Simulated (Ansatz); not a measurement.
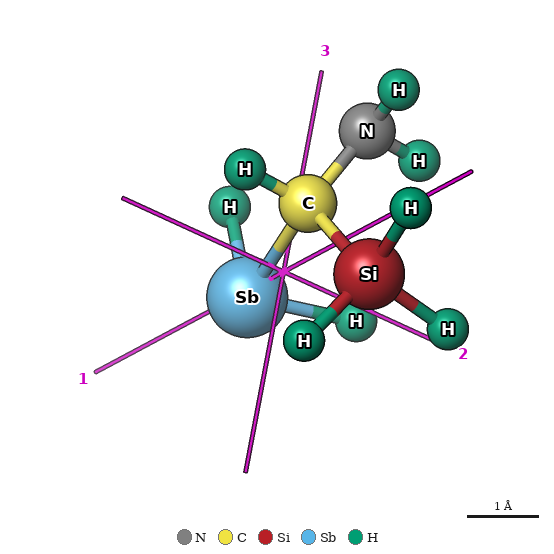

The three principal axes of inertia are drawn and numbered. Depth is shown by fading: the farther an atom, the more it takes the colour of the background. The computed structure is the end point of a PBE0-D4/def2-TZVP optimisation. No frequency run is at hand to confirm it as a minimum. Masses are those of the most abundant isotopes; constants are for the rigid equilibrium geometry.

**Which line is the a axis (least moment of inertia), which b and which c?**

a is line 1, b is line 3, c is line 2; the moments are 98.7, 346, 420 u Å².

**What kind of rotor is it, and what are its rotational constants in cm⁻¹?**

An asymmetric top (C1): A = 0.171, B = 0.0487, C = 0.0401 cm⁻¹. Ray's parameter κ is −0.87, close to the prolate limit.
